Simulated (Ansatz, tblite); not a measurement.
**The cluster WSe2+: one state, many levels**

Aim: run the doublet of the cluster WSe2+ at one geometry on many levels, and compare frontier levels, spin and run time.

The runs use Ansatz 0.2.0, Gaussian basis; as each input shows.

Plan: GFN1-xTB, GFN2-xTB, PBE-D4/def2-TZVP, r2SCAN-D4/def2-TZVP, r2SCAN0-D4/def2-TZVP, B3LYP-D4/def2-TZVP, ωB97X-V/def2-TZVP, BLYP-D4/def2-TZVP, B97M-V/def2-TZVP, PBE-D4/def2-SVP, PBE0-D4/def2-SVP, CCSD(T)/def2-TZVP, RPA/def2-TZVP.

### Step 1. The structure

The geometry is that of the doublet, from an earlier relaxation (PBE0-D4/def2-TZVP). At that level it is the lowest of the isomers that a small search found.

3 atoms, charge 1, spin multiplicity 2.

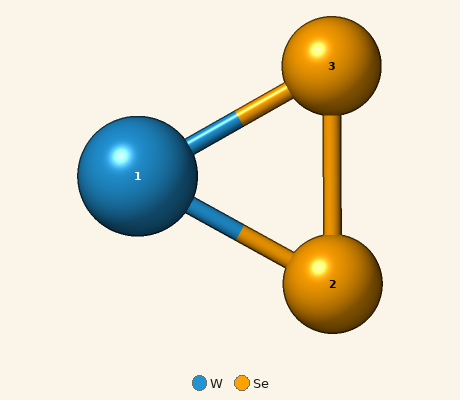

The structure; tungsten blue, selenium orange; atoms are numbered from 1 in the order of the file.

W takes a core potential in the def2 sets. No spin-orbit coupling is included. The ion is computed in the gas phase, without counter-ions or solvent.

PBE0-D4/def2-TZVP was run before; its log isn't repeated, and its numbers join the tables.

### Step 2. GFN1-xTB

Tight binding, by tblite at 300 K electronic temperature and without a spin-polarisation term:

```python
tblite.interface.Calculator('GFN1-xTB', numbers, positions, charge=1, uhf=1).singlepoint()
```

Energy -228.3015 eV; 0.003 s.

### Step 3. GFN2-xTB

Tight binding, by tblite at 300 K electronic temperature and without a spin-polarisation term:

```python
tblite.interface.Calculator('GFN2-xTB', numbers, positions, charge=1, uhf=1).singlepoint()
```

Energy -225.5465 eV; 0.005 s.

### Step 4. PBE-D4/def2-TZVP

start.molden holds the orbitals of an earlier run on this state, given as this run's starting guess.

in.yaml reads:

```yaml
crystal:
  periodic: [false, false, false]
  atoms:
    - {symbol: W, position_ang: [1.371011, -0.130075, 0.012879]}
    - {symbol: Se, position_ang: [-0.684466, -0.038064, -1.158222]}
    - {symbol: Se, position_ang: [-0.686545, 0.168148, 1.145353]}
basis:
  gaussian: {orbitals: def2-TZVP, initial_orbitals: start.molden}
total_charge: 1
magnetization: {spin_polarized: true, initial_magnetization: 1}
hamiltonian: {xc: pbe, dispersion: d4}
scf: {omitted_lower_state_checks: [starts]}
output: {forces: true, orbitals: {seedname: orbitals}}
```

Started as:

```bash
$ ansatz run in.yaml --threads 4 --pin off --events-out ev --progress --plain --max-ram 3916MiB
```

Output:

```text
Functional definition: PBE
  name "PBE"
  cite "Perdew, Burke & Ernzerhof, Phys. Rev. Lett. 77, 3865 (1996) doi:10.1103/PhysRevLett.77.3865"
  parent pbe
  parameter kappa = 0.804
  parameter beta = 0.06672455060314922
  exchange = pbe_x(kappa = kappa, mu = beta*pi^2/3)
  correlation = pbe_c(beta = beta)
these checks for a lower state are left out or cut short: starts
1098 factors; their error is unknown
mean field evaluation 1: about -132497.9893 eV, gradient 8.3e0 eV
mean field evaluation 2: about -132498.1387 eV, gradient 3.2e-1 eV
mean field evaluation 4: about -132498.0907 eV, gradient 1.6e-1 eV
mean field evaluation 8: about -132498.0911 eV, gradient 4.2e-5 eV
mean field -132498.09106379 eV, -4869.2150361625 hartree, gradient 1.2e-5 eV, S^2 1.640044; 0 other end points of the search recorded, 0 dependent functions left out
the calculation of the forces begins
reference -132498.09109892 eV, -4869.2150374535 hartree; 41, 40 occupied and 95, 96 virtual orbitals, 1098 factors
Total energy: -132498.21448507 eV, -4869.2195718111 hartree
Atom 0 at     1.371011    -0.130075     0.012879 Å, force     0.137374    -0.013030     0.001333 eV/Å
Atom 1 at    -0.684466    -0.038064    -1.158222 Å, force    -0.068264    -0.039213    -0.511524 eV/Å
Atom 2 at    -0.686545     0.168148     1.145353 Å, force    -0.069110     0.052242     0.510191 eV/Å
Dipole moment:     0.415671    -0.034704     0.003480 e Å
Checks for a lower state left out: starts
```

Run time: 2 s. Hardware: 4 threads of Intel Xeon Platinum 8488C, shared host.

HOMO -10.18 eV, LUMO -9.34 eV (over both spins); ⟨S²⟩ 1.640 (pure: 0.75). Doubts: spin contamination.

### Step 5. r2SCAN-D4/def2-TZVP

Edit in.yaml of step 4 so:

```diff
@@ -10,4 +10,4 @@
 magnetization: {spin_polarized: true, initial_magnetization: 1}
-hamiltonian: {xc: pbe, dispersion: d4}
+hamiltonian: {xc: r2scan, dispersion: d4}
 scf: {omitted_lower_state_checks: [starts]}
-output: {forces: true, orbitals: {seedname: orbitals}}
+output: {orbitals: {seedname: orbitals}}
```

Same command.

Output:

```text
Functional definition: r2SCAN
  name "r2SCAN"
  cite "Furness, Kaplan, Ning, Perdew & Sun, J. Phys. Chem. Lett. 11, 8208 (2020) doi:10.1021/acs.jpclett.0c02405"
  cite "Furness, Kaplan, Ning, Perdew & Sun, J. Phys. Chem. Lett. 11, 9248 (2020) doi:10.1021/acs.jpclett.0c03077"
  parent r2scan
  parameter k0 = 0.174
  parameter k1 = 0.065
  parameter a1 = 4.9479
  exchange = r2scan_x(k0 = k0, k1 = k1, a1 = a1)
  correlation = r2scan_c
these checks for a lower state are left out or cut short: starts
1098 factors; their error is unknown
mean field evaluation 1: about -132516.7956 eV, gradient 6.3e0 eV
mean field evaluation 2: about -132516.8572 eV, gradient 1.2e-1 eV
mean field evaluation 4: about -132516.7988 eV, gradient 1.5e-2 eV
mean field evaluation 8: about -132516.7988 eV, gradient 1.6e-5 eV
mean field -132516.79880935 eV, -4869.9025331311 hartree, gradient 1.7e-5 eV, S^2 1.842474; 0 other end points of the search recorded, 0 dependent functions left out
reference -132516.79882427 eV, -4869.9025336796 hartree; 41, 40 occupied and 95, 96 virtual orbitals, 1098 factors
Total energy: -132516.81959640 eV, -4869.9032970412 hartree
Checks for a lower state left out: starts
```

It took 8 s on 4 threads of Intel Xeon Platinum 8488C, shared host.

From the report: HOMO -10.54 eV, LUMO -9.40 eV (over both spins); ⟨S²⟩ 1.842 (pure: 0.75). Doubts: spin contamination.

### Step 6. r2SCAN0-D4/def2-TZVP

Edit in.yaml of step 5 so:

```diff
@@ -10,3 +10,3 @@
 magnetization: {spin_polarized: true, initial_magnetization: 1}
-hamiltonian: {xc: r2scan, dispersion: d4}
+hamiltonian: {xc: {name: r2SCAN0}, dispersion: d4}
 scf: {omitted_lower_state_checks: [starts]}
```

Launched as before.

Output, shortened:

```text
Functional definition: r2SCAN0
  name "r2SCAN0"
  cite "Bursch, Neugebauer, Ehlert & Grimme, J. Chem. Phys. 156, 134105 (2022) doi:10.1063/5.0086040"
  cite "Furness, Kaplan, Ning, Perdew & Sun, J. Phys. Chem. Lett. 11, 8208 (2020) doi:10.1021/acs.jpclett.0c02405"
  cite "Furness, Kaplan, Ning, Perdew & Sun, J. Phys. Chem. Lett. 11, 9248 (2020) doi:10.1021/acs.jpclett.0c03077"
  parent r2scan
[...]
1029 factors; integrals over basis functions are off by at most 9.2e-4 eV
[...]
mean field -132514.68513940 eV, -4869.8248571935 hartree, gradient 1.2e-5 eV, S^2 2.063201; 0 other end points of the search recorded, 0 dependent functions left out
reference -132514.68515094 eV, -4869.8248576175 hartree; 41, 40 occupied and 95, 96 virtual orbitals, 1029 factors
Total energy: -132514.71362331 eV, -4869.8259039578 hartree
Checks for a lower state left out: starts
```

Run time: 8 s. Hardware: 4 threads of Intel Xeon Platinum 8488C, shared host; peak memory 0.59 GiB.

Report: HOMO -11.53 eV, LUMO -8.68 eV (over both spins); ⟨S²⟩ 2.063 (pure: 0.75). Doubts: spin contamination.

### Step 7. B3LYP-D4/def2-TZVP

Edit in.yaml of step 6 so:

```diff
@@ -10,3 +10,3 @@
 magnetization: {spin_polarized: true, initial_magnetization: 1}
-hamiltonian: {xc: {name: r2SCAN0}, dispersion: d4}
+hamiltonian: {xc: {name: B3LYP}, dispersion: d4}
 scf: {omitted_lower_state_checks: [starts]}
```

Same command.

Output, shortened:

```text
Functional definition: B3LYP
  name "B3LYP"
  cite "Stephens, Devlin, Chabalowski & Frisch, J. Phys. Chem. 98, 11623 (1994) doi:10.1021/j100096a001"
  cite "Becke, Phys. Rev. A 38, 3098 (1988) doi:10.1103/PhysRevA.38.3098"
  cite "Lee, Yang & Parr, Phys. Rev. B 37, 785 (1988) doi:10.1103/PhysRevB.37.785"
  cite "Vosko, Wilk & Nusair, Can. J. Phys. 58, 1200 (1980) doi:10.1139/p80-159"
[...]
1029 factors; integrals over basis functions are off by at most 9.2e-4 eV
[...]
mean field -132518.58650065 eV, -4869.9682295748 hartree, gradient 1.5e-5 eV, S^2 1.677639; 0 other end points of the search recorded, 0 dependent functions left out
reference -132518.58670803 eV, -4869.9682371959 hartree; 41, 40 occupied and 95, 96 virtual orbitals, 1029 factors
Total energy: -132518.79464930 eV, -4869.9758788967 hartree
Checks for a lower state left out: starts
```

Run time: 4.2 s. Hardware: 4 threads of Intel Xeon Platinum 8488C, shared host.

HOMO -11.14 eV, LUMO -8.75 eV (over both spins); ⟨S²⟩ 1.678 (pure: 0.75). Doubts: spin contamination.

### Step 8. ωB97X-V/def2-TZVP

Edit in.yaml of step 7 so:

```diff
@@ -10,3 +10,3 @@
 magnetization: {spin_polarized: true, initial_magnetization: 1}
-hamiltonian: {xc: {name: B3LYP}, dispersion: d4}
+hamiltonian: {xc: {name: wB97X-V}}
 scf: {omitted_lower_state_checks: [starts]}
```

The command is unchanged.

Output, shortened:

```text
Functional definition: wB97X-V
  name "wB97X-V"
  cite "Mardirossian & Head-Gordon, Phys. Chem. Chem. Phys. 16, 9904 (2014) doi:10.1039/C3CP54374A"
  cite "Becke, J. Chem. Phys. 107, 8554 (1997) doi:10.1063/1.475007"
  cite "Vydrov & Van Voorhis, J. Chem. Phys. 133, 244103 (2010) doi:10.1063/1.3521275"
[...]
      + integral(e_c_pw_opposite_spin*poly(b97_u_opposite, cos0, cos1)) + vv10(b, c)
[...]
1029 factors; integrals over basis functions are off by at most 9.2e-4 eV
193 factors; integrals over basis functions are off by at most 1.9e-5 eV
[...]
mean field -132502.52138718 eV, -4869.3778475441 hartree, gradient 5.1e-6 eV, S^2 1.817455; 0 other end points of the search recorded, 0 dependent functions left out
reference -132502.52138595 eV, -4869.3778474990 hartree; 41, 40 occupied and 95, 96 virtual orbitals, 1029 factors
Total energy: -132502.52138595 eV, -4869.3778474990 hartree
Checks for a lower state left out: starts
```

It took 12 s on 4 threads of Intel Xeon Platinum 8488C, shared host; peak memory 0.71 GiB.

From the report: HOMO -13.60 eV, LUMO -6.62 eV (over both spins); ⟨S²⟩ 1.817 (pure: 0.75). Doubts: spin contamination.

### Step 9. BLYP-D4/def2-TZVP

Edit in.yaml of step 8 so:

```diff
@@ -10,3 +10,3 @@
 magnetization: {spin_polarized: true, initial_magnetization: 1}
-hamiltonian: {xc: {name: wB97X-V}}
+hamiltonian: {xc: {name: BLYP}, dispersion: d4}
 scf: {omitted_lower_state_checks: [starts]}
```

The command is unchanged.

Output:

```text
Functional definition: BLYP
  name "BLYP"
  cite "Becke, Phys. Rev. A 38, 3098 (1988) doi:10.1103/PhysRevA.38.3098"
  cite "Lee, Yang & Parr, Phys. Rev. B 37, 785 (1988) doi:10.1103/PhysRevB.37.785"
  parameter beta = 0.0042
  parameter a = 0.04918
  parameter b = 0.132
  parameter c = 0.2533
  parameter d = 0.349
  exchange = b88_x(beta = beta)
  correlation = lyp_c(a = a, b = b, c = c, d = d)
these checks for a lower state are left out or cut short: starts
1098 factors; their error is unknown
mean field evaluation 1: about -132518.0828 eV, gradient 1.0e1 eV
mean field evaluation 2: about -132518.3530 eV, gradient 4.5e-1 eV
mean field evaluation 4: about -132518.3206 eV, gradient 1.8e-1 eV
mean field evaluation 8: about -132518.3213 eV, gradient 4.7e-5 eV
mean field -132518.32132381 eV, -4869.9584845057 hartree, gradient 4.8e-6 eV, S^2 1.550046; 0 other end points of the search recorded, 0 dependent functions left out
reference -132518.32159975 eV, -4869.9584946462 hartree; 41, 40 occupied and 95, 96 virtual orbitals, 1098 factors
Total energy: -132518.57346404 eV, -4869.9677504882 hartree
Checks for a lower state left out: starts
```

It took 1.9 s on 4 threads of Intel Xeon Platinum 8488C, shared host.

From the report: HOMO -10.03 eV, LUMO -9.15 eV (over both spins); ⟨S²⟩ 1.550 (pure: 0.75). Doubts: spin contamination.

### Step 10. B97M-V/def2-TZVP

Edit in.yaml of step 9 so:

```diff
@@ -10,3 +10,3 @@
 magnetization: {spin_polarized: true, initial_magnetization: 1}
-hamiltonian: {xc: {name: BLYP}, dispersion: d4}
+hamiltonian: {xc: {name: B97M-V}}
 scf: {omitted_lower_state_checks: [starts]}
```

Same command.

Output, shortened:

```text
Functional definition: B97M-V
  name "B97M-V"
  cite "Mardirossian & Head-Gordon, J. Chem. Phys. 142, 074111 (2015) doi:10.1063/1.4907719"
  cite "Becke, J. Chem. Phys. 107, 8554 (1997) doi:10.1063/1.475007"
  cite "Vydrov & Van Voorhis, J. Chem. Phys. 133, 244103 (2010) doi:10.1063/1.3521275"
  # Of w^i u^j: cxij and so on, Table III.
[...]
  gx(w, u) = cx00 + cx01*u + cx02*u^2 + (cx10 + cx11*u)*w
  gss(w, u) = css00 + css02*u^2 + css10*w + (css32*w^3 + css42*w^4)*u^2
  gos(w, u) = cos00 + cos01*u + cos03*u^3 + cos10*w + cos32*w^3*u^2
[...]
      + integral(e_c_pw_mod_opposite_spin*gos(b97_w_opposite, b97_u_opposite)) + vv10(b, c)
[...]
1098 factors; their error is unknown
[...]
mean field -132492.14600525 eV, -4868.9965592910 hartree, gradient 8.0e-6 eV, S^2 1.694543; 0 other end points of the search recorded, 0 dependent functions left out
reference -132492.14605700 eV, -4868.9965611928 hartree; 41, 40 occupied and 95, 96 virtual orbitals, 1098 factors
Total energy: -132492.14605700 eV, -4868.9965611928 hartree
Checks for a lower state left out: starts
```

It took 6.5 s on 4 threads of Intel Xeon Platinum 8488C, shared host.

Report: HOMO -10.31 eV, LUMO -9.17 eV (over both spins); ⟨S²⟩ 1.695 (pure: 0.75). Doubts: spin contamination.

### Step 11. PBE-D4/def2-SVP

Edit in.yaml of step 10 so:

```diff
@@ -7,6 +7,6 @@
 basis:
-  gaussian: {orbitals: def2-TZVP, initial_orbitals: start.molden}
+  gaussian: {orbitals: def2-SVP, initial_orbitals: start.molden}
 total_charge: 1
 magnetization: {spin_polarized: true, initial_magnetization: 1}
-hamiltonian: {xc: {name: B97M-V}}
+hamiltonian: {xc: pbe, dispersion: d4}
 scf: {omitted_lower_state_checks: [starts]}
```

Launched as before.

Output:

```text
Functional definition: PBE
  name "PBE"
  cite "Perdew, Burke & Ernzerhof, Phys. Rev. Lett. 77, 3865 (1996) doi:10.1103/PhysRevLett.77.3865"
  parent pbe
  parameter kappa = 0.804
  parameter beta = 0.06672455060314922
  exchange = pbe_x(kappa = kappa, mu = beta*pi^2/3)
  correlation = pbe_c(beta = beta)
these checks for a lower state are left out or cut short: starts
999 factors; their error is unknown
mean field evaluation 1: about -132481.6437 eV, gradient 1.4e1 eV
mean field evaluation 2: about -132481.9103 eV, gradient 4.9e-1 eV
mean field evaluation 4: about -132481.7247 eV, gradient 1.5e-1 eV
mean field evaluation 8: about -132481.7254 eV, gradient 5.4e-5 eV
mean field -132481.72541236 eV, -4868.6136095654 hartree, gradient 9.1e-6 eV, S^2 1.608386; 0 other end points of the search recorded, 0 dependent functions left out
reference -132481.72545044 eV, -4868.6136109649 hartree; 41, 40 occupied and 55, 56 virtual orbitals, 999 factors
Total energy: -132481.84883659 eV, -4868.6181453224 hartree
Checks for a lower state left out: starts
```

Run time: 1.2 s. Hardware: 4 threads of Intel Xeon Platinum 8488C, shared host.

Report: HOMO -10.22 eV, LUMO -9.39 eV (over both spins); ⟨S²⟩ 1.608 (pure: 0.75). Doubts: spin contamination.

### Step 12. PBE0-D4/def2-SVP

Edit in.yaml of step 11 so:

```diff
@@ -10,3 +10,3 @@
 magnetization: {spin_polarized: true, initial_magnetization: 1}
-hamiltonian: {xc: pbe, dispersion: d4}
+hamiltonian: {xc: pbe0, dispersion: d4}
 scf: {omitted_lower_state_checks: [starts]}
```

The command is unchanged.

Output, shortened:

```text
Functional definition: PBE0
  name "PBE0"
  cite "Adamo & Barone, J. Chem. Phys. 110, 6158 (1999) doi:10.1063/1.478522"
  cite "Perdew, Burke & Ernzerhof, Phys. Rev. Lett. 77, 3865 (1996) doi:10.1103/PhysRevLett.77.3865"
  parent pbe
[...]
931 factors; integrals over basis functions are off by at most 7.2e-4 eV
[...]
mean field -132484.11139181 eV, -4868.7012926931 hartree, gradient 4.9e-6 eV, S^2 1.830888; 0 other end points of the search recorded, 0 dependent functions left out
reference -132484.11142098 eV, -4868.7012937648 hartree; 41, 40 occupied and 55, 56 virtual orbitals, 931 factors
Total energy: -132484.21539261 eV, -4868.7051146517 hartree
Checks for a lower state left out: starts
```

It took 2.6 s on 4 threads of Intel Xeon Platinum 8488C, shared host.

HOMO -11.39 eV, LUMO -8.73 eV (over both spins); ⟨S²⟩ 1.831 (pure: 0.75). Doubts: spin contamination.

### Step 13. CCSD(T)/def2-TZVP

in.yaml reads:

```yaml
crystal:
  periodic: [false, false, false]
  atoms:
    - {symbol: W, position_ang: [1.371011, -0.130075, 0.012879]}
    - {symbol: Se, position_ang: [-0.684466, -0.038064, -1.158222]}
    - {symbol: Se, position_ang: [-0.686545, 0.168148, 1.145353]}
basis:
  gaussian: {orbitals: def2-TZVP, initial_orbitals: start.molden}
total_charge: 1
magnetization: {spin_polarized: true, initial_magnetization: 1}
correlation: {method: ccsd_t}
scf: {omitted_lower_state_checks: [starts, cluster_reference]}
output: {orbitals: {seedname: orbitals}}
```

Same command.

Output, shortened:

```text
Functional definition: HF
  name "HF"
  cite "Fock, Z. Phys. 61, 126 (1930) doi:10.1007/BF01340294"
  parent pbe
[...]
1029 factors; integrals over basis functions are off by at most 9.2e-4 eV
[...]
mean field -132405.54879118 eV, -4865.8141703716 hartree, gradient 7.6e-6 eV, S^2 2.604840; 0 other end points of the search recorded, 0 dependent functions left out
18 core orbitals not correlated: weight in the atoms' cores, before any rotation towards them, 1.000 or more for the frozen orbitals, at most 0.000 for the correlated occupied ones
reference -132405.54879118 eV, -4865.8141703716 hartree; 23, 22 occupied and 95, 96 virtual orbitals, 1029 factors
second order -21.76309246 eV of doubles, -0.00000000 eV of singles
cycle   1  -20.73693212 eV  change     1.0e0 eV  update   1.7e-1
[...]
cycle  26  -21.98360583 eV  change    9.9e-6 eV  update   2.5e-5
perturbative correction -1.23713372 eV, -0.0454638258 hartree
WARN: the results are in doubt because among natural orbitals the method converges to other amplitudes
Total energy: -132428.76953074 eV, -4866.6675168108 hartree
In doubt: among natural orbitals the method converges to other amplitudes
Checks for a lower state left out: starts, cluster_reference
```

Wall time 75 s (4 threads of Intel Xeon Platinum 8488C, shared host); peak memory 2.3 GiB.

Report: Hartree-Fock HOMO -13.74 eV, LUMO -5.22 eV (over both spins); ⟨S²⟩ 2.605 (pure: 0.75); T1 0.051. Doubts: state flagged by the program, large T1 diagnostic, spin contamination.

### Step 14. RPA/def2-TZVP

Edit in.yaml of step 13 so:

```diff
@@ -10,4 +10,4 @@
 magnetization: {spin_polarized: true, initial_magnetization: 1}
-correlation: {method: ccsd_t}
-scf: {omitted_lower_state_checks: [starts, cluster_reference]}
-output: {orbitals: {seedname: orbitals}}
+hamiltonian: {xc: pbe}
+correlation: {method: rpa}
+scf: {omitted_lower_state_checks: [starts]}
```

The command is unchanged.

Output, shortened:

```text
Functional definition: PBE
  name "PBE"
  cite "Perdew, Burke & Ernzerhof, Phys. Rev. Lett. 77, 3865 (1996) doi:10.1103/PhysRevLett.77.3865"
  parent pbe
[...]
1029 factors; integrals over basis functions are off by at most 9.2e-4 eV
[...]
mean field -132498.09105122 eV, -4869.2150357004 hartree, gradient 2.4e-6 eV, S^2 1.640045; 0 other end points of the search recorded, 0 dependent functions left out
18 core orbitals not correlated: weight in the atoms' cores, before any rotation towards them, 1.000 or more for the frozen orbitals, at most 0.000 for the correlated occupied ones
reference -132403.04862679 eV, -4865.7222910250 hartree; 23, 22 occupied and 95, 96 virtual orbitals, 1029 factors
Total energy: -132436.65835504 eV, -4866.9574257566 hartree
Checks for a lower state left out: starts
```

Run time: 3 s. Hardware: 4 threads of Intel Xeon Platinum 8488C, shared host.

Report: ⟨S²⟩ 1.640 (pure: 0.75). Doubts: spin contamination.

### Step 15. Levels side by side

```tsv
level	functions	HOMO (eV)	LUMO (eV)	gap (eV)	⟨S²⟩	time
PBE-D4/def2-SVP	96	-10.22	-9.39	0.83	1.608	1.2 s
PBE-D4/def2-TZVP	136	-10.18	-9.34	0.84	1.640	2 s
BLYP-D4/def2-TZVP	136	-10.03	-9.15	0.88	1.550	1.9 s
r2SCAN-D4/def2-TZVP	136	-10.54	-9.40	1.15	1.842	8 s
B97M-V/def2-TZVP	136	-10.31	-9.17	1.14	1.695	6.5 s
B3LYP-D4/def2-TZVP	136	-11.14	-8.75	2.39	1.678	4.2 s
PBE0-D4/def2-SVP	96	-11.39	-8.73	2.66	1.831	2.6 s
PBE0-D4/def2-TZVP	136	-11.31	-8.65	2.67	1.866	4.3 s
r2SCAN0-D4/def2-TZVP	136	-11.53	-8.68	2.84	2.063	8 s
ωB97X-V/def2-TZVP	136	-13.60	-6.62	6.97	1.817	12 s
```

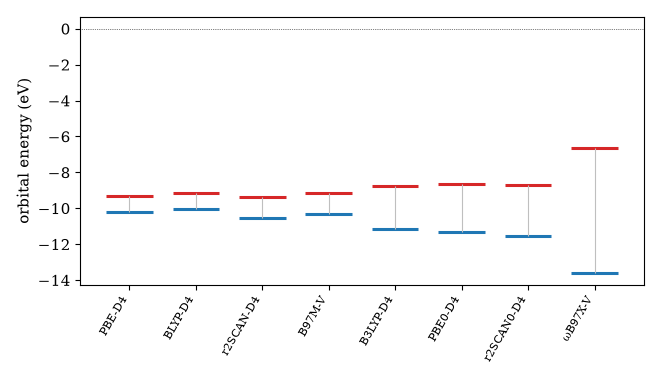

Highest filled (blue) and lowest empty (red) level in def2-TZVP, over both spins.

Energy pieces by basis (eV):

```tsv
basis	HF	MP2 correlation	CCSD correlation	(T)	total
def2-TZVP	-132405.5488	-21.7631	-21.9836	-1.2371	-132428.7695
```

### Step 16. Outcome

```
                                                  quantity                                value
 gap in def2-TZVP, named functionals, smallest and largest  0.84 eV (PBE-D4), 6.97 eV (ωB97X-V)
                     correlation energy, CCSD(T)/def2-TZVP                            -23.22 eV
⟨S²⟩ in def2-TZVP, named functionals, smallest and largest                         1.550, 2.063
           PBE0 total energy, smallest basis above largest       16.45 eV (def2-SVP, def2-TZVP)
```

In words: Over the named functionals in def2-TZVP the gap runs from 0.84 eV (PBE-D4) to 6.97 eV (ωB97X-V); exact exchange widens it. Over the named functionals in def2-TZVP spin contamination reaches 1.31 (r2SCAN0-D4), and every level is far from pure, so all describe a mixture with higher spin. Notes on CCSD(T)/def2-TZVP: large T1 diagnostic, spin contamination, state flagged by the program.

The slowest run with a step of its own, CCSD(T)/def2-TZVP, took 75 s; the quickest functional in def2-TZVP took 1.9 s (shared host).
